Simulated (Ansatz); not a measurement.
Cl₂H₂Si···HF

Input

```
crystal:
  periodic: [false, false, false]
  atoms:
    - { symbol: Si, position_ang: [-0.693544, -0.159579, 0.162162] }
    - { symbol: F, position_ang: [1.897357, 1.011727, -0.733629] }
    - { symbol: Cl, position_ang: [-0.611224, -1.635741, -1.263591] }
    - { symbol: Cl, position_ang: [-2.240595, -0.536854, 1.463983] }
    - { symbol: H, position_ang: [-0.923021, 1.149385, -0.475396] }
    - { symbol: H, position_ang: [2.043095, 0.384021, -0.090413] }
    - { symbol: H, position_ang: [0.527933, -0.21296, 0.936785] }
basis:
  gaussian: { orbitals: def2-SVP }
hamiltonian:
  xc: pbe0
  dispersion: d4
relax:
  f_tol: 0.03
  max_steps: 50
output:
  orbitals: {}
```

Run with:

```sh
ansatz run input.yaml --threads 2 --pin off --max-ram 3072MiB --backend cpu --events-out ev --progress --plain --runs-dir out
```

The fields are those of the relaxed geometry.

Level of theory: RKS PBE0-D4/def2-SVP (Ansatz 0.2.0).

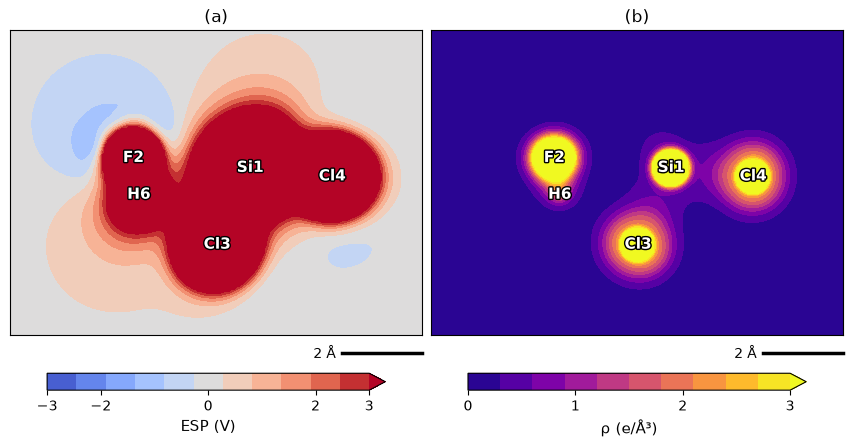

Figure 1. (a) electrostatic potential; (b) total electron density on the plane of atoms Cl3, Si1 and Cl4.

### Interpret the plot.

- The plane passes through Si, F, Cl and H nuclei.
- Cl3···H6 (2.31 Å): the density falls to about 0.14 e/Å³ on the way (by its geometry a hydrogen bond between the two molecules, with no shared pair).
- Si–Cl (2.06 Å): ρ is about 0.87 e/Å³ halfway.
- F–H (0.93 Å): ρ is about 4.6 e/Å³ halfway.
- Outside the dense part of the complex the potential is most negative (−1.1 V) near F2.

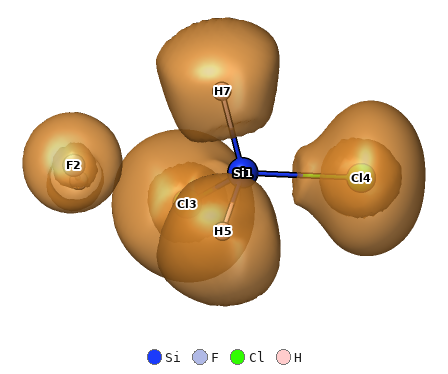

Figure 2. Isosurface of the electron localisation function at 0.75 (orange), seen from one side. Core shells and regions of very low density are left out.

### Describe the localisation domains.

At this value the surface marks out two regions around hydrogen nuclei, two regions on Cl in which the atom's valence shell and bonds are merged and one joined region spread over several atoms (F, H), in which their bonds and any lone pairs are merged. Along the contacts the grid gives the following. Cl3···H6 (2.31 Å): the ELF dips to about 0.10 between them: a closed-shell contact with the geometry of a hydrogen bond. Si–Cl (2.06 Å): the ELF peaks at about 0.90 between the atoms; a polar covalent bond.

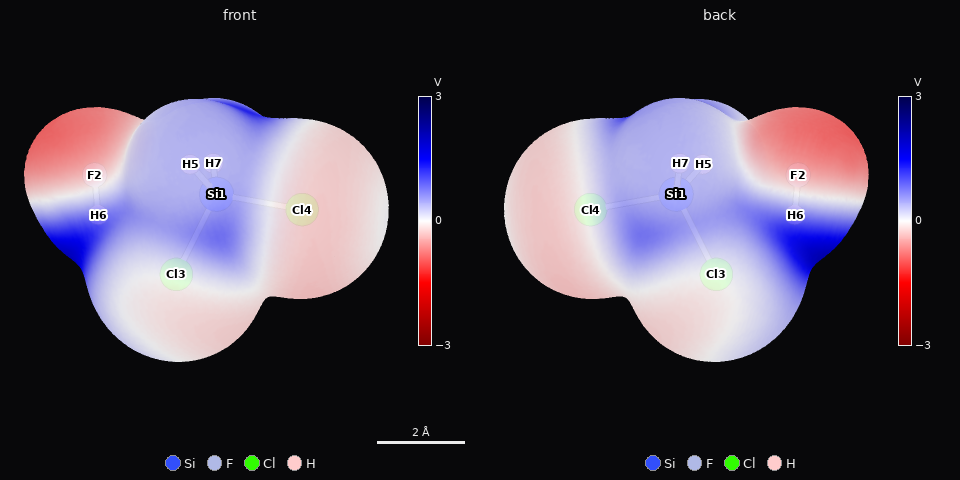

Figure 3. The molecular electrostatic potential painted on the density surface at 0.001 e/bohr³, seen from the front and from behind; red is negative and blue positive.

### Where is the surface potential most negative and most positive?

The most negative region (about −0.9 V) lies over F2, the most positive (about +1.9 V) over H6.
